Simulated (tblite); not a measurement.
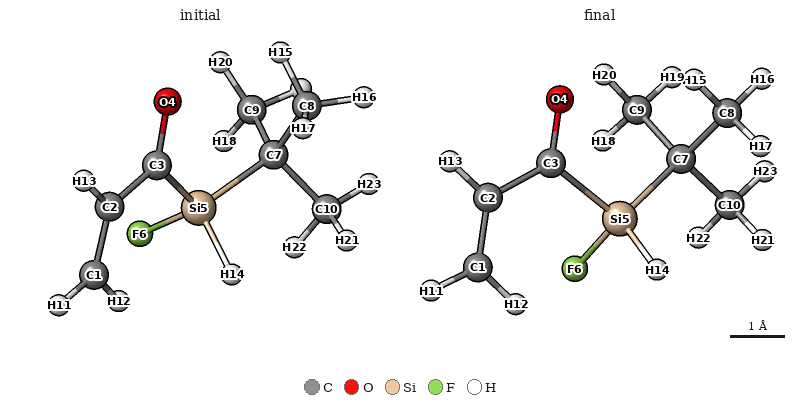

The structure of C7H13FOSi before (left) and after (right) a relaxation, at one scale.

A ball-and-stick model, seen from a free direction.

All numbers below come from tblite, GFN2-xTB geometry optimisation, gas phase. 

### Describe what moved and what it gained.

H17 moves most after the best rigid fit: 1.21 Å. By element the largest moves are H 1.21 Å, F 1.06 Å, Si 0.58 Å, C 0.57 Å, O 0.32 Å. Some distances before and after: C3–Si5 1.829 → 1.931 Å, Si5–F6 1.678 → 1.627 Å, Si5–C7 1.864 → 1.910 Å, C3–O4 1.258 → 1.218 Å. Among the angles between lasting bonds that change: C7–Si5–H14 105.6° → 114.3°, C3–Si5–H14 105.3° → 112.1°, C3–Si5–F6 113.2° → 106.6°. Groups turn about Si5–C7 by about 30°, C7–C8 by about 30°, C3–Si5 by about 20°. After 167 geometry steps the energy has fallen by 0.753 eV. The run took 1.5 s on 1 thread of Arm Neoverse V2, on a shared host.
